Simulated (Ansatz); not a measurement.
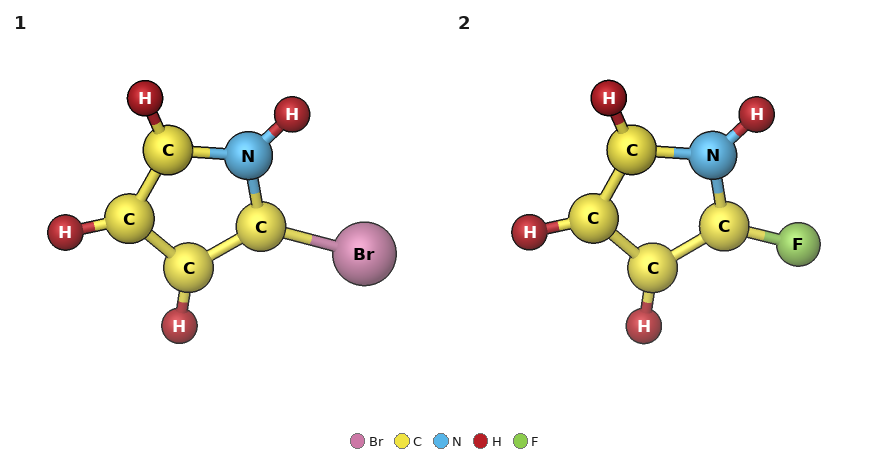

2 molecules with one skeleton, seen from the same side and at one scale. Each species is neutral and a spin singlet. Computed geometries: PBE0-D4/def2-TZVP optimisations, one conformation each. Properties computed with Ansatz 0.2.0.

One atom differs, called X below: Br in panel 1, F in panel 2. Their formulas are C4H4BrN (`Brc1ccc[nH]1`), C4H4FN (`Fc1ccc[nH]1`).

In which is the length of X–C larger (PBE0-D4/def2-TZVP)?

Answer. In panel 1 (X = Br).

In which is the HOMO–LUMO gap larger (PBE0-D4/def2-SVP)?

Answer. In panel 2 (X = F).

Give the values. With PBE0-D4/def2-TZVP: length of X–C (Å), angle X–C–N (°). With PBE0-D4/def2-SVP: HOMO energy (Kohn–Sham orbital) (eV), HOMO–LUMO gap (eV). With B3LYP-D4/def2-TZVPP: dipole moment (D).

| quantity | 1 (Br) | 2 (F) | 2 − 1 |
| --- | --- | --- | --- |
| length of X–C (Å) | 1.861 | 1.324 | −0.537 |
| angle X–C–N (°) | 120.7 | 119.0 | −1.7 |
| HOMO energy (Kohn–Sham orbital) (eV) | −6.10 | −6.04 | +0.06 |
| HOMO–LUMO gap (eV) | 6.69 | 7.37 | +0.68 |
| dipole moment (D) | 1.76 | 1.79 | +0.03 |
